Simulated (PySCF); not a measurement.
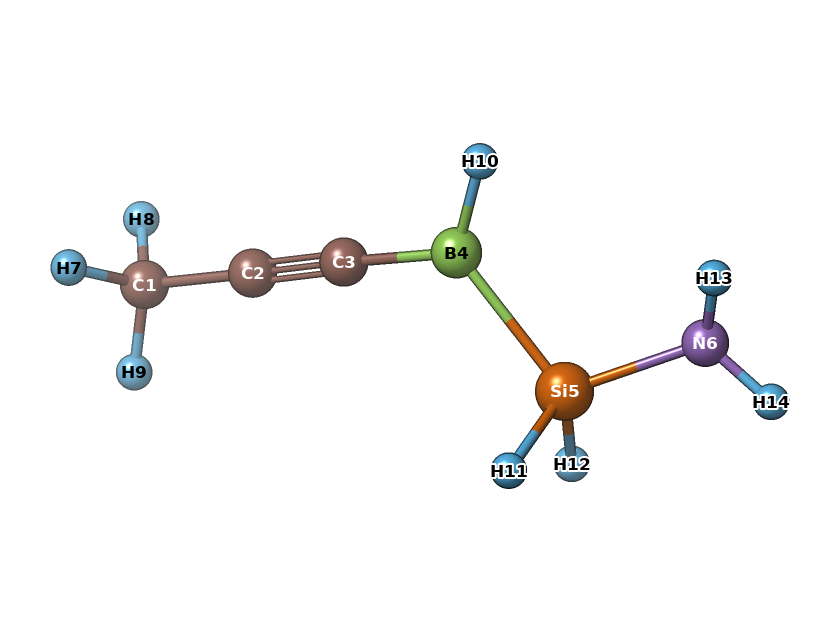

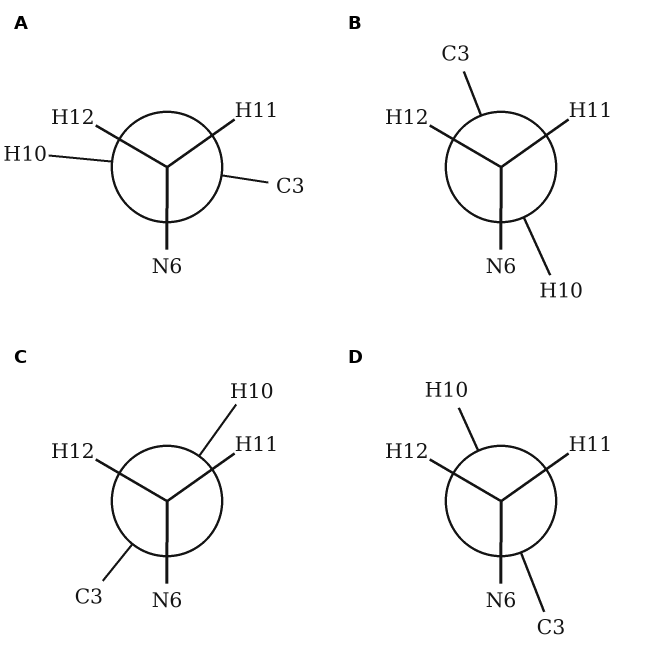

Atoms fade into the background with distance from the viewer. Bonds that would overlap in a projection are set slightly apart. Computed geometry: PBE0-D3(BJ)/def2-SVP optimisation. No frequency run is at hand to confirm it as a minimum.

Q: Which Newman projection shows the view along Si5–B4, with Si5 in front?

A: B. The torsion angle N6–Si5–B4–C3 is 159°, antiperiplanar (anti).
